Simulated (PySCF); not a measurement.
CHO₂ (anion, charge -1), SMILES C([O-])=O, B3LYP/def2-SVP optimised geometry. Atoms within 1.6 Å of the plane z = 0.0 Å (x, y, z in Å): O1 (1.03, 0.07, 0.00), C2 (-0.21, 0.07, 0.00), O3 (-1.03, 1.00, 0.00), H4 (-0.69, -1.00, 0.00).

Calculation: B3LYP/def2-TZVPD (PySCF). Cells within 0.4 Å of a nucleus heavier than hydrogen are left out (blank, or x).

Map of the log10 of the electron density (e/bohr³), floored at −4 on the plane z = 0.0 Å:

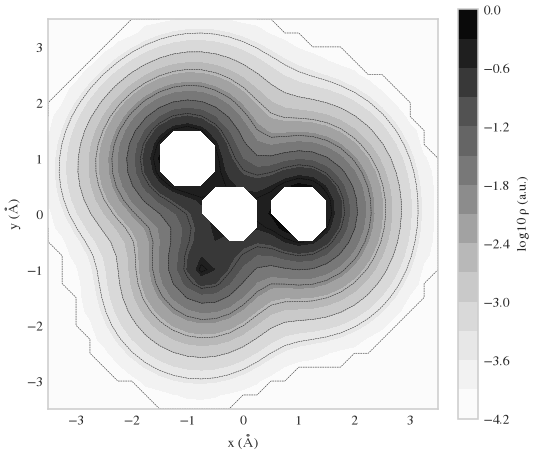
Figure. Log10 of the electron density (e/bohr³), floored at −4 on the plane z = 0.0 Å.
